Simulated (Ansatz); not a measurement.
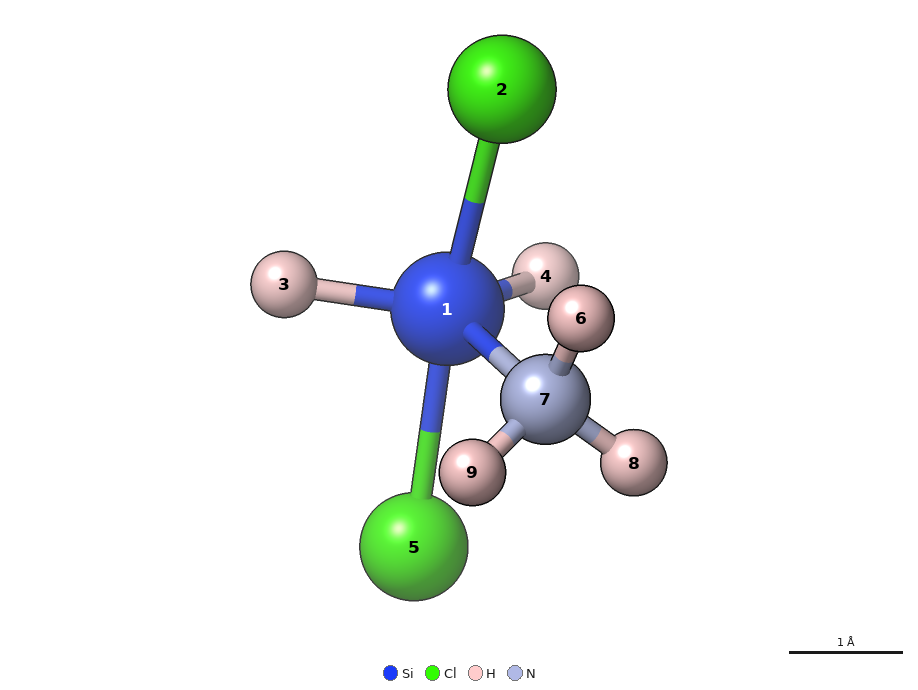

Orthographic view. Atoms fade into the background with distance from the viewer. The computed geometry is a stationary point of PBE0-D4/def2-TZVP, a saddle point of order 1.

Write a Z-matrix (Å, degrees) in the order of the atom numbers, with these reference atoms: 2 to 1; 3 to 1, 2; 4 to 1, 3, 2; 5 to 1, 3, 4; 6 to 2, 1, 3; 7 to 6, 2, 1; 8 to 7, 6, 2; 9 to 7, 8, 6.

```
Si 
Cl   1   2.223
H    1   1.470   2    92.4
H    1   1.470   3   129.2   2   -94.8
Cl   1   2.225   3    92.2   4   -94.4
H    2   2.457   1    63.4   3   114.5
N    6   1.019   2   100.4   1     1.2
H    7   1.018   6   111.0   2   119.4
H    7   1.018   8   106.3   6  -121.2
```
